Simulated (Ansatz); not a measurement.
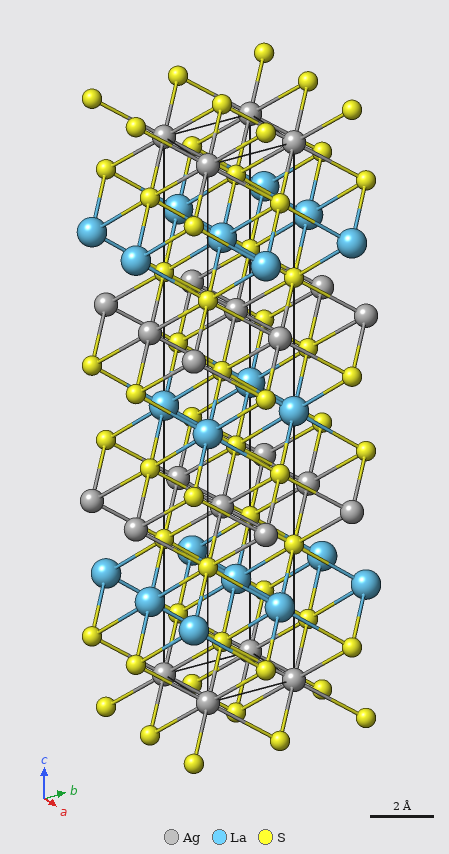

The image is a ball-and-stick drawing of a crystal, viewed slightly off an axis. The conventional unit cell is outlined; an atom on or near a face, edge or corner is repeated at each equivalent position. The bonded neighbours beyond the faces are included.

LaAgS₂, α-NaFeO₂ type, space group R-3m (No. 166), a = 4.260 Å, b = 4.260 Å, c = 17.788 Å, α = 90.00°, β = 90.00°, γ = 120.00°. It derives from a structure type filled with these elements by a generator (whether the compound takes this form wasn't checked). Earlier steps of the study may have refined or changed the cell and positions. Ansatz was used for an electronic-structure calculation on it.

This one geometry was computed with Ansatz (DFT, plane waves, PAW) at four levels of theory: PBE with spin-orbit coupling, r2SCAN, LDA and PBE. It was relaxed beforehand with r2SCAN.

**Which level gives the highest pressure at this volume, and what does that say about its equilibrium volume?**

Highest: PBE with spin-orbit coupling (0.2 GPa), r2SCAN (0.0 GPa) and PBE (0.2 GPa), which points to the largest equilibrium volume. Lowest, with the smallest volume: LDA (-5.6 GPa). Levels within 0.5 GPa of each other can't be told apart.

**How does the band gap change with the level of theory?**

LDA: a gap of 2.11 eV, direct; PBE with spin-orbit coupling: a gap of 2.23 eV, direct; PBE: a gap of 2.24 eV, direct; r2SCAN: a gap of 2.60 eV, direct.

**Collect the results in a table.**

| level | cutoff (eV) | k-mesh of the run's cell | gap (eV) | pressure (GPa) |
| --- | --- | --- | --- | --- |
| PBE with spin-orbit coupling | 420 | 8×8×8 | 2.23 | 0.2 |
| r2SCAN | 500 | 8×8×8 | 2.60 | 0.0 |
| LDA | 420 | 8×8×8 | 2.11 | -5.6 |
| PBE | 420 | 8×8×8 | 2.24 | 0.2 |

Gaps are taken on the k-mesh or band path of each run.
